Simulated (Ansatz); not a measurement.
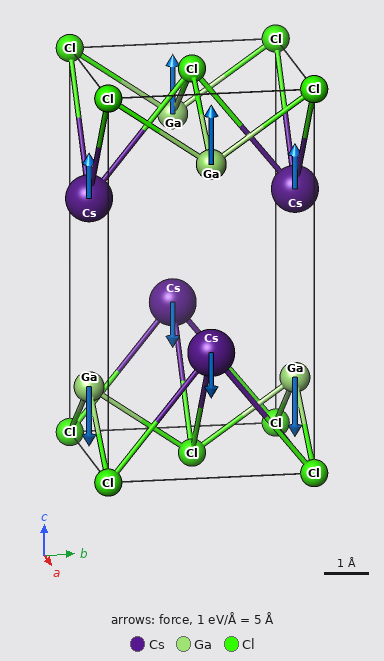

Starting geometry of crystalline CsGaCl (a generated structure, set up in P4/nmm) with the computed forces as blue arrows. The picture is a ball-and-stick view of the cell of the calculation, seen slightly off an axis.

Theory: Ansatz 0.2.0, DFT PBE, scalar-relativistic, plane waves, PAW. (plane-wave cutoff 420 eV; k-point mesh 8 × 8 × 4; occupations gaussian; smearing width 0.1 eV; no spin polarisation; cell and atoms relaxed; force threshold 0.01 eV/Å; at most 80 steps)

### Is this structure relaxed? If not, where do the atoms go?

It isn't relaxed: the largest force vector, on Ga atoms, is 0.28 eV/Å. The atoms end up moving mostly along the starting forces (cosine between the two patterns 1.00). The largest moves relative to the cell, 0.39 Å, are those of Ga atoms. Largest moves by element: Ga 0.39 Å, Cs 0.25 Å. Cl stays in place. The volume changes by +24.0 %, with a = b 4.803 → 5.598 Å (+16.5 %), c 9.085 → 8.294 Å (−8.7 %). Among the contacts that change: Cs–Ga 4.626 → 3.586 Å, Cl–Ga 2.924 → 3.020 Å, Cl–Cs 3.810 → 3.720 Å. Among the angles between lasting bonds that change: Cl–Cs–Cl 78.2° → 97.6°, Cs–Cl–Cs 78.2° → 97.6°, Cs–Cl–Cs 127.1° → 115.7°. The space group stays P4/nmm (No. 129). Over 7 accepted moves (9 points after the start) the energy falls by 122 meV per atom. Largest force component: 0.28 eV/Å at the start, 0.0052 eV/Å at the end. The pressure goes from 1.78 to 0.00 GPa. The SCF was repeated twice at an unchanged geometry on a basis and grid sized afresh for the cell, which shifted the energy by 4.2 meV per atom at most. The run took 4.6 min on 1 thread of Arm Neoverse V2 (shared host), peak memory 0.67 GiB.
